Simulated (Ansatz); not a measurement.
# AlFH2O: molecular dynamics

The plan is to let a guess near a reaction's saddle point go and see which way it falls. Runs: 150 steps of 0.5 fs at constant energy, with velocities drawn for 1000 K; 150 steps of 0.5 fs at constant energy, with velocities drawn for 300 K. Reaction type: 1,2-elimination.

Program: Ansatz 0.2.0. Level of theory: UKS PBE/def2-SVP. These are calculated values, not measurements.

### 1 The structure to begin with

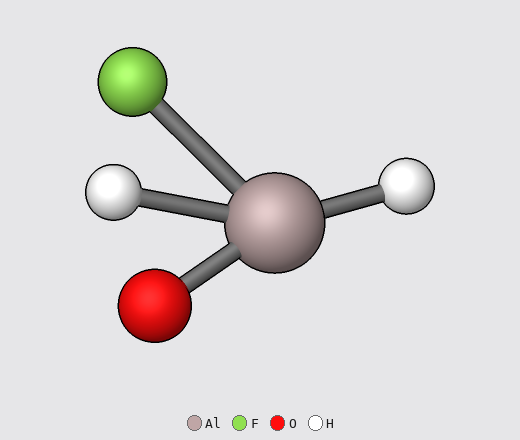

Start, viewed from a chosen angle; aluminium light grey, fluorine green, oxygen red, hydrogen white.

Structure file:

```xyz
5

Al   -0.3846    0.1466   -0.5374
F     0.4792    0.3942    1.3724
O     0.5324   -1.1749   -0.4428
H     0.7128   -0.5532    0.6574
H    -1.3399    1.1873   -1.0496
```

### 2 Run 1

150 steps of 0.5 fs at constant energy, with velocities drawn for 1000 K.

Contents of input.yaml:

```yaml
crystal:
  periodic: [false, false, false]
  atoms:
    - { symbol: Al, position_ang: [-0.3846, 0.1466, -0.5374] }
    - { symbol: F, position_ang: [0.4792, 0.3942, 1.3724] }
    - { symbol: O, position_ang: [0.5324, -1.1749, -0.4428] }
    - { symbol: H, position_ang: [0.7128, -0.5532, 0.6574] }
    - { symbol: H, position_ang: [-1.3399, 1.1873, -1.0496] }
magnetization:
  spin_polarized: true
basis:
  gaussian: { orbitals: def2-SVP }
hamiltonian:
  xc: pbe
md:
  timestep: 0.5
  n_steps: 150
  ensemble: nve
  temperature: 1000.0
  initial_velocities: maxwell_boltzmann
  seed: 195593
```

Launch:

```bash
> ansatz run input.yaml --threads 1 --pin off --max-ram 2048MiB --backend cpu --events-out ev --progress --plain --runs-dir out
```

What it wrote, shortened:

```text
Warning: RAYON_NUM_THREADS=1 ignored (pool sized by the plan → 1); use --threads N
[...]
Functional definition: PBE
[...]
600 factors; their error is unknown
[...]
mean field -11379.39214953 eV, -418.1849482661 hartree, gradient 5.1e-5 eV, S^2 0.000000; 0 other end points of the search recorded, 0 dependent functions left out
[...]
reference -11379.39218316 eV, -418.1849495022 hartree; 16, 16 occupied and 40, 40 virtual orbitals, 600 factors
md step     0: t =     0.00 fs  T =  1000.0 K  F+E_penalty+E_count = -11379.39214953 eV  E_kin = 0.387780 eV  conserved = -11379.00436953 eV  (27 SCF iters)
[...]
md step    18: t =     9.00 fs  T =  1405.6 K  F+E_penalty+E_count = -11379.54824542 eV  E_kin = 0.545049 eV  conserved = -11379.00319670 eV  (26 SCF iters)
[...]
md step    36: t =    18.00 fs  T =  2686.4 K  F+E_penalty+E_count = -11380.04430227 eV  E_kin = 1.041725 eV  conserved = -11379.00257697 eV  (29 SCF iters)
[...]
md step    54: t =    27.00 fs  T =  6240.8 K  F+E_penalty+E_count = -11381.42476304 eV  E_kin = 2.420064 eV  conserved = -11379.00469896 eV  (27 SCF iters)
[...]
md step    70: t =    35.00 fs  T =  3667.8 K  F+E_penalty+E_count = -11380.42759162 eV  E_kin = 1.422312 eV  conserved = -11379.00527952 eV  (27 SCF iters)
md step    71: t =    35.50 fs  T =  3875.8 K  F+E_penalty+E_count = -11380.50737727 eV  E_kin = 1.502945 eV  conserved = -11379.00443185 eV  (27 SCF iters)
```

### 3 The output, continued: dynamics from the start

Output, continued, shortened:

```text
md step    72: t =    36.00 fs  T =  4167.6 K  F+E_penalty+E_count = -11380.61924144 eV  E_kin = 1.616111 eV  conserved = -11379.00313083 eV  (26 SCF iters)
[...]
md step    91: t =    45.50 fs  T =  5114.7 K  F+E_penalty+E_count = -11380.98528098 eV  E_kin = 1.983389 eV  conserved = -11379.00189244 eV  (28 SCF iters)
[...]
md step   110: t =    55.00 fs  T =  3033.3 K  F+E_penalty+E_count = -11380.18196552 eV  E_kin = 1.176266 eV  conserved = -11379.00569946 eV  (29 SCF iters)
[...]
md step   129: t =    64.50 fs  T =  1658.0 K  F+E_penalty+E_count = -11379.65069183 eV  E_kin = 0.642938 eV  conserved = -11379.00775426 eV  (29 SCF iters)
[...]
md step   148: t =    74.00 fs  T =  4328.9 K  F+E_penalty+E_count = -11380.68671405 eV  E_kin = 1.678647 eV  conserved = -11379.00806744 eV  (29 SCF iters)
[...]
md step   149: t =    74.50 fs  T =  4365.0 K  F+E_penalty+E_count = -11380.69950424 eV  E_kin = 1.692666 eV  conserved = -11379.00683848 eV  (29 SCF iters)
[...]
md step   150: t =    75.00 fs  T =  4346.9 K  F+E_penalty+E_count = -11380.69130083 eV  E_kin = 1.685629 eV  conserved = -11379.00567208 eV  (28 SCF iters)
Total energy: -11380.69133737 eV, -418.2326925386 hartree
Atom 0 at    -0.024121     0.003762    -0.047974 Å, force    -0.104908    -1.437664    -2.591926 eV/Å
Atom 1 at     0.048456     1.009971     1.333591 Å, force     0.455328    -1.117768    -0.487426 eV/Å
Atom 2 at     0.393141    -1.542218    -1.062848 Å, force     1.211561     1.125030     0.316162 eV/Å
Atom 3 at     1.070751    -1.924025    -1.754385 Å, force    -1.534759     1.225983     2.249495 eV/Å
Atom 4 at    -1.018129     0.605774    -1.165609 Å, force    -0.027222     0.204419     0.513694 eV/Å
Dipole moment:     0.345656    -0.214784    -0.105296 e Å
```

Run time: 3.7 min. Hardware: 1 thread of Arm Neoverse V2, shared host; peak memory 0.11 GiB.

### 4 What the atoms did

One step in 6; energies are changes from step 0:

| time (fs) | T (K) | potential energy change (meV/atom) | total energy change (meV/atom) | H4–F2 (Å) | Al1–F2 (Å) | H4–O3 (Å) |
| --- | --- | --- | --- | --- | --- | --- |
| 0.0 | 1000 | 0.0 | 0.00 | 1.21 | 2.11 | 1.28 |
| 3.0 | 1048 | -3.8 | -0.03 | 1.34 | 2.16 | 1.22 |
| 6.0 | 1498 | -38.8 | -0.21 | 1.59 | 2.20 | 1.08 |
| 9.0 | 1406 | -31.2 | 0.23 | 1.87 | 2.21 | 0.93 |
| 12.0 | 1741 | -57.7 | -0.26 | 2.06 | 2.20 | 1.03 |
| 15.0 | 2035 | -80.3 | -0.06 | 2.23 | 2.16 | 1.04 |
| 18.0 | 2686 | -130.4 | 0.36 | 2.37 | 2.09 | 0.91 |
| 21.0 | 4238 | -251.5 | -0.37 | 2.44 | 1.98 | 1.01 |
| 24.0 | 5479 | -347.5 | -0.18 | 2.47 | 1.84 | 1.04 |
| 27.0 | 6241 | -406.5 | -0.07 | 2.49 | 1.68 | 0.91 |
| 30.0 | 5711 | -366.2 | -0.79 | 2.51 | 1.53 | 1.01 |
| 33.0 | 3440 | -189.0 | 0.24 | 2.59 | 1.44 | 1.05 |
| 36.0 | 4168 | -245.4 | 0.25 | 2.73 | 1.45 | 0.92 |
| 39.0 | 6910 | -459.5 | -1.10 | 2.99 | 1.57 | 1.01 |
| 42.0 | 6536 | -429.6 | -0.24 | 3.28 | 1.72 | 1.05 |
| 45.0 | 5339 | -336.3 | 0.18 | 3.52 | 1.86 | 0.91 |
| 48.0 | 4876 | -301.1 | -0.55 | 3.89 | 1.97 | 1.00 |
| 51.0 | 4073 | -238.6 | -0.23 | 4.18 | 2.05 | 1.03 |
| 54.0 | 3129 | -164.7 | 0.38 | 4.32 | 2.08 | 0.90 |
| 57.0 | 2532 | -119.2 | -0.34 | 4.60 | 2.09 | 1.02 |
| 60.0 | 1616 | -48.0 | -0.17 | 4.71 | 2.08 | 1.02 |
| 63.0 | 1140 | -10.4 | 0.51 | 4.66 | 2.04 | 0.90 |
| 66.0 | 1788 | -61.3 | -0.17 | 4.77 | 1.98 | 1.03 |
| 69.0 | 2503 | -116.9 | -0.32 | 4.68 | 1.90 | 1.01 |
| 72.0 | 3282 | -176.7 | 0.28 | 4.46 | 1.81 | 0.90 |
| 75.0 | 4347 | -259.8 | -0.26 | 4.38 | 1.71 | 1.04 |

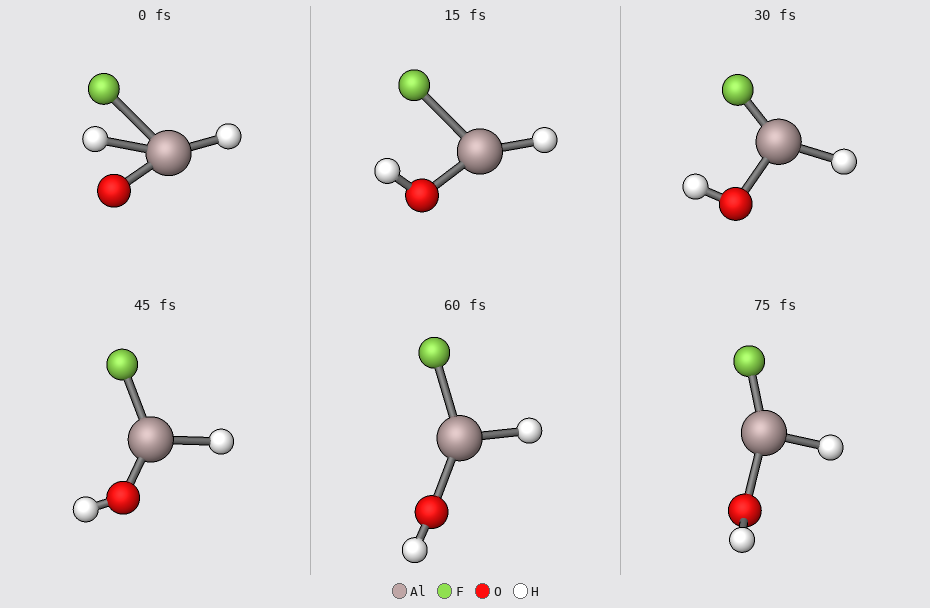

Six frames of the run, seen from a chosen angle. Sticks join atoms within a bonding distance in each frame.

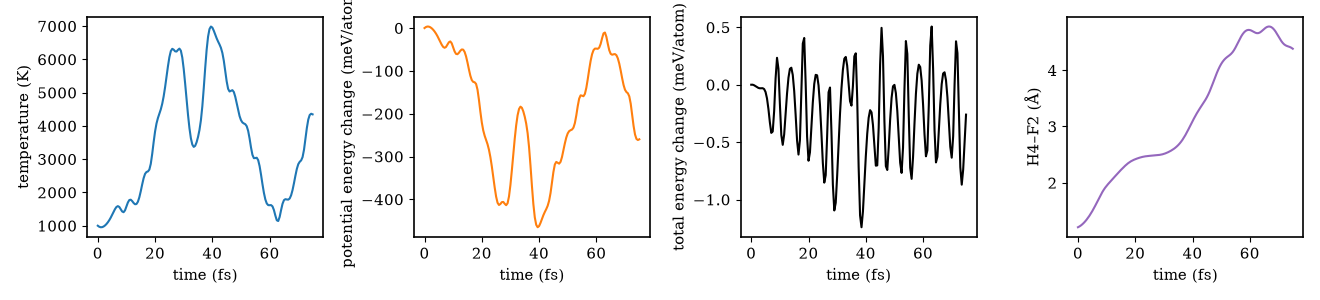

Time series of the run, each on its own scale.

Bonds that form or break, judged by distance (formed within 1.15 times the sum of covalent radii and held on average over 12 fs, broken when stretched by half; pairs already stretched at the start don't count as bonds):

| time (fs) | bond | event |
| --- | --- | --- |
| 6.0 | O3–H4 | forms |
| 21.0 | Al1–F2 | forms |

### 5 Frames from the trajectory

Extended XYZ, with forces in eV/Å:

```xyz
5
time_fs=9.5 T=1461 dE=-0.1779
Al   -0.408    0.153   -0.562    0.608    2.121    3.758
F     0.484    0.433    1.446   -1.457    0.172   -2.905
O     0.547   -1.216   -0.458   -1.079   -2.116   -3.613
H     1.072   -0.956    0.271    1.463    0.686    2.705
H    -1.394    1.336   -1.147    0.465   -0.864    0.054
5
time_fs=19.0 T=3158 dE=-0.8369
Al   -0.401    0.209   -0.469    4.058   -2.073    4.668
F     0.425    0.478    1.391   -1.952    0.320   -3.240
O     0.593   -1.321   -0.531   -3.898    1.649   -4.010
H     1.201   -1.417    0.148    2.058    0.018    2.833
H    -1.324    1.106   -1.327   -0.266    0.086   -0.252
5
time_fs=28.0 T=6285 dE=-2.0516
Al   -0.294    0.215   -0.263    0.569   -2.846   -2.884
F     0.294    0.535    1.217    0.143    1.123    1.761
O     0.575   -1.369   -0.659   -3.058    2.701   -2.683
H     1.035   -1.570    0.108    1.901   -0.957    2.860
H    -1.263    0.798   -1.472    0.446   -0.021    0.947
5
time_fs=37.5 T=5739 dE=-1.8414
Al   -0.169    0.114   -0.168   -1.702   -3.079   -7.205
F     0.183    0.673    1.181    1.825    3.033    7.220
O     0.497   -1.336   -0.782   -0.727    0.888   -1.132
H     0.878   -1.791   -0.063    1.347   -1.657    1.555
H    -1.132    0.606   -1.232   -0.743    0.815   -0.438
5
time_fs=47.0 T=5074 dE=-1.5835
Al   -0.113   -0.034   -0.259   -2.574    6.993    4.403
F     0.151    0.910    1.415   -0.179   -2.219   -3.209
O     0.451   -1.358   -0.881    1.365   -3.184   -1.709
H     0.852   -2.170   -0.612    0.642   -1.018    0.196
H    -1.268    0.832   -1.086    0.746   -0.572    0.319
5
time_fs=56.0 T=2971 dE=-0.7686
Al   -0.111   -0.024   -0.245    1.313   -0.217    2.451
F     0.117    1.057    1.532   -0.015   -2.656   -3.442
O     0.481   -1.540   -1.014   -1.088    2.713    1.248
H     0.861   -2.388   -1.269    0.099    0.138    0.339
H    -1.162    0.902   -0.892   -0.309    0.023   -0.595
5
time_fs=65.5 T=1798 dE=-0.3114
Al   -0.082    0.002   -0.153    0.735   -0.581    0.203
F     0.080    1.094    1.503    0.102   -2.777   -3.216
O     0.474   -1.631   -1.099   -0.780    2.408    1.417
H     0.890   -2.324   -1.698   -0.470    1.454    1.327
H    -1.148    0.877   -1.030    0.413   -0.504    0.269
5
time_fs=75.0 T=4347 dE=-1.2992
Al   -0.024    0.004   -0.048   -0.105   -1.438   -2.592
F     0.049    1.010    1.334    0.455   -1.118   -0.487
O     0.393   -1.542   -1.063    1.212    1.125    0.316
H     1.071   -1.924   -1.754   -1.535    1.226    2.249
H    -1.018    0.606   -1.166   -0.027    0.204    0.514
```

On run 1: At the last frame the bonds meant to break are whole and the new ones absent: it fell back to the reactants' side (AlFH2O). The temperature starts at 1000 K and averages 3704 K in the second half, where it ranges from 1140 to 6987 K; the start was no minimum (force components up to 1.7 eV/Å), and the potential energy that it sheds (210 meV/atom) turns into motion, which in so few atoms is no thermal temperature. The total energy strays from its start by at most 1.24 meV/atom, 0.5 % of the mean kinetic energy, which is good for a step of 0.5 fs. Bonds change: the first event comes at 6.0 fs (O3–H4 forms). By that distance rule the pieces at the end are AlFH2O; a long dative bond can count as broken.

(Part 1 of 2 ends here.)
